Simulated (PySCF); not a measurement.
# CH2BF3O (SMILES OC(F)B(F)F) at 6 levels

Wanted: a comparison of 6 runs (HF/def2-SVP, B3LYP/3-21G, B3LYP/6-31G*, PBE0/def2-SVP, M06-2X/cc-pVTZ, CCSD(T)/6-311G**) of CH2BF3O. 

Program for the calculation: PySCF 2.14.0.

**1. The molecule**

CH2BF3O has 8 atoms, charge 0, and is taken as a singlet. As SMILES, `OC(F)B(F)F`. The coordinates come from a PBE0-D4/def2-TZVP relaxation. This is one conformer, not always the lowest.

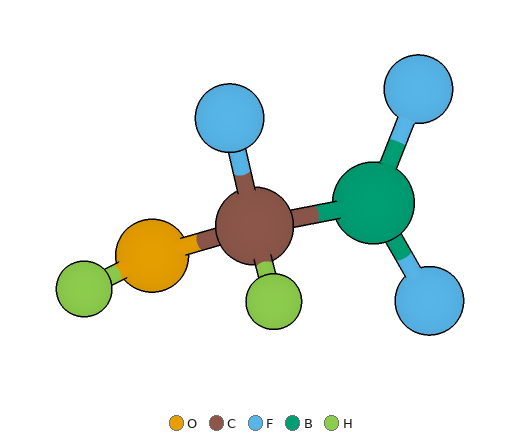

Viewed from a chosen angle; oxygen amber, carbon brown, fluorine blue, boron teal, hydrogen green.

**2. Energy and gradient at HF/def2-SVP (run 1)**

Contents of calc.py:

```python
# OC(F)B(F)F
import pyscf.grad
from pyscf import gto, scf

mol = gto.M(
    atom='''
O   -0.197300  -1.323900   0.466200
C    0.446500  -0.164100   0.086400
F    1.166700   0.362800   1.146700
B   -0.673500   0.866000  -0.392200
F   -1.258000   0.689100  -1.556000
F   -1.023000   1.898300   0.333000
H    0.445400  -2.033100   0.566400
H    1.185400  -0.352200  -0.706200
''',
    basis='def2-svp',
    verbose=3,
    max_memory=1860,
    charge=0,
    spin=0,
)

mf = scf.RHF(mol)
mf.conv_tol = 1e-10
mf.kernel()
if not mf.converged:
    mf = mf.newton().run(mf.mo_coeff, mf.mo_occ)

e_final = mf.e_tot
print('E = %.10f Eh' % e_final)
grad = mf.Gradients().kernel()
dip = mf.dip_moment()
pop, q = mf.mulliken_pop()
```

Launch:

```bash
OMP_NUM_THREADS=1 python calc.py
```

The program printed:

```text
converged SCF energy = -436.670241754181
[... 9 lines left out ...]
Dipole moment(X, Y, Z, Debye):  1.58206, -1.80232, -1.31170
[... 103 lines left out ...]
charge of    7H =      0.03031
```

Wall time 7.2 s (1 thread of Intel Xeon at 2.70GHz, shared host); peak memory 0.19 GiB.

**3. Energy and forces at B3LYP/3-21G (run 2)**

Contents of calc.py:

```python
# OC(F)B(F)F
import pyscf.grad
from pyscf import gto, dft

molecule = gto.M(
    atom=[
    ('O', (-0.197300, -1.323900, 0.466200)),
    ('C', (0.446500, -0.164100, 0.086400)),
    ('F', (1.166700, 0.362800, 1.146700)),
    ('B', (-0.673500, 0.866000, -0.392200)),
    ('F', (-1.258000, 0.689100, -1.556000)),
    ('F', (-1.023000, 1.898300, 0.333000)),
    ('H', (0.445400, -2.033100, 0.566400)),
    ('H', (1.185400, -0.352200, -0.706200)),
],
    basis='3-21g',
    max_memory=1860,
    verbose=4,
)

calc0 = dft.RKS(molecule)
calc0.xc = 'b3lyp'
calc0.grids.level = 5
calc0.conv_tol = 1e-10
calc0.kernel()
if not calc0.converged:
    calc0 = calc0.newton().run(calc0.mo_coeff, calc0.mo_occ)

etot = calc0.e_tot
print('E(%s) = %.9f' % ('B3LYP', etot))
grad = calc0.Gradients().kernel()
dip = calc0.dip_moment()
pop, q = calc0.mulliken_pop()
```

Launch:

```bash
OMP_NUM_THREADS=1 python calc.py
```

The program printed:

```text
PySCF version 2.14.0

[... 76 lines left out ...]
converged SCF energy = -436.623230688672
[... 13 lines left out ...]
Dipole moment(X, Y, Z, Debye):  1.55746, -1.64552, -1.05099
[... 67 lines left out ...]
charge of    7H =      0.16623
```

Wall time 19 s (1 thread of Intel Xeon at 2.70GHz, shared host); peak memory 0.59 GiB.

Run 3 isn't shown in full; the table further down has it.

**4. Energy and gradient at PBE0/def2-SVP (run 4)**

Contents of mol.xyz:

```xyz
8
CH2BF3O
O     -0.197300    -1.323900     0.466200
C      0.446500    -0.164100     0.086400
F      1.166700     0.362800     1.146700
B     -0.673500     0.866000    -0.392200
F     -1.258000     0.689100    -1.556000
F     -1.023000     1.898300     0.333000
H      0.445400    -2.033100     0.566400
H      1.185400    -0.352200    -0.706200
```

Contents of calc.py:

```python
from pyscf import gto, dft

molecule = gto.M(
    atom='mol.xyz',
    basis='def2-svp',
    max_memory=1860,
    spin=0,
    verbose=3,
)

calc0 = dft.RKS(molecule)
calc0.xc = 'pbe0'
calc0.grids.level = 5
calc0.conv_tol = 1e-10
calc0.kernel()
if not calc0.converged:
    calc0 = calc0.newton().run(calc0.mo_coeff, calc0.mo_occ)

e_final = calc0.e_tot
print('Final energy', e_final)
grad = calc0.nuc_grad_method().kernel()
dip = calc0.dip_moment()
pop, q = calc0.mulliken_pop()
```

Launch:

```bash
OMP_NUM_THREADS=1 python calc.py
```

The program printed:

```text
converged SCF energy = -438.248083424513
Final energy -438.2480834245131
[... 8 lines left out ...]
Dipole moment(X, Y, Z, Debye):  1.37563, -1.65475, -1.07420
[... 103 lines left out ...]
charge of    7H =      0.03583
```

Run time: 31 s. Hardware: 1 thread of Intel Xeon at 2.70GHz, shared host; peak memory 0.93 GiB.

Run 5 isn't shown in full; the table further down has it.

**5. A single-point energy at CCSD(T)/6-311G(d,p) (run 6)**

Contents of job.py:

```python
from pyscf import gto, cc

molecule = gto.M(
    atom=[
    ('O', (-0.197300, -1.323900, 0.466200)),
    ('C', (0.446500, -0.164100, 0.086400)),
    ('F', (1.166700, 0.362800, 1.146700)),
    ('B', (-0.673500, 0.866000, -0.392200)),
    ('F', (-1.258000, 0.689100, -1.556000)),
    ('F', (-1.023000, 1.898300, 0.333000)),
    ('H', (0.445400, -2.033100, 0.566400)),
    ('H', (1.185400, -0.352200, -0.706200)),
],
    basis='6-311g**',
    verbose=4,
    spin=0,
    charge=0,
    max_memory=1860,
)

mf = molecule.RHF()
mf.conv_tol = 1e-10
mf.kernel()
if not mf.converged:
    mf = mf.newton().run(mf.mo_coeff, mf.mo_occ)

mycc = cc.CCSD(mf, frozen=6)
mycc.kernel()
e_t = mycc.ccsd_t()
energy = mycc.e_tot + e_t
print(f'total energy: {energy:.8f} hartree')
dip = mf.dip_moment()
pop, q = mf.mulliken_pop()
```

Launch:

```bash
OMP_NUM_THREADS=1 python job.py
```

The program printed:

```text
PySCF version 2.14.0

[... 64 lines left out ...]
converged SCF energy = -437.133505355676
[... 12 lines left out ...]
Init t2, MP2 energy = -438.162986927367  E_corr(MP2) -1.02948157169079
[... 14 lines left out ...]
CCSD converged
[... 2 lines left out ...]
total energy: -438.20621547 hartree
Dipole moment(X, Y, Z, Debye):  1.57161, -1.79235, -1.28356
[... 129 lines left out ...]
charge of    7H =      0.07516
```

It took 3.2 min on 1 thread of Intel Xeon at 2.70GHz, shared host; peak memory 1.8 GiB.

**6. All runs side by side**

| run | level | integration grid | task | energy (Eh) | dipole moment (D) of the reference | HOMO energy (eV) | LUMO energy (eV) | wall time |
| --- | --- | --- | --- | --- | --- | --- | --- | --- |
| 1 | HF/def2-SVP | – | gradient | -436.670242 | 2.73 | -13.59 | 3.45 | 7.2 s |
| 2 | B3LYP/3-21G | 5 | gradient | -436.623231 | 2.50 | -8.16 | -0.25 | 19 s |
| 3 | B3LYP/6-31G* (spherical functions) | 5 | gradient | -439.003094 | 2.23 | -8.50 | -0.24 | 35 s |
| 4 | PBE0/def2-SVP | 5 | gradient | -438.248083 | 2.41 | -9.03 | -0.30 | 31 s |
| 5 | M06-2X/cc-pVTZ | 5 | gradient | -439.061120 | 2.43 | -10.91 | 0.37 | 4.7 min |
| 6 | CCSD(T)/6-311G** | – | energy | -438.206215 | 2.71 | -13.54 | 3.21 | 3.2 min |

**7. Summary of results**

| quantity | value |
| --- | --- |
| run 6: total energy | -438.20622 Eh |
| run 6: dipole moment (Hartree–Fock density) | 2.71 D |
| run 6: HOMO energy (Hartree–Fock orbitals) | -13.54 eV |
| run 6: LUMO energy (Hartree–Fock orbitals) | 3.21 eV |
| run 6: HOMO–LUMO gap (Hartree–Fock orbitals) | 16.76 eV |
| run 6: correlation energy (6 core orbitals frozen) | -1072.7 mEh |
| run 6: (T) correction | -28.20 mEh |
| run 6: T1 diagnostic | 0.013 |

In words: Over runs 1, 2, 3, 4, 5 the dipole moment (its size) runs from 2.23 D (B3LYP/6-31G*) to 2.73 D (HF/def2-SVP). The two ends differ in method and basis. Over runs 1, 2, 3, 4, 5 the HOMO–LUMO gap runs from 7.91 eV (B3LYP/3-21G) to 17.04 eV (HF/def2-SVP). Totals of different functionals can't be ranked against each other. All runs together took 9.5 min, the longest 4.7 min.
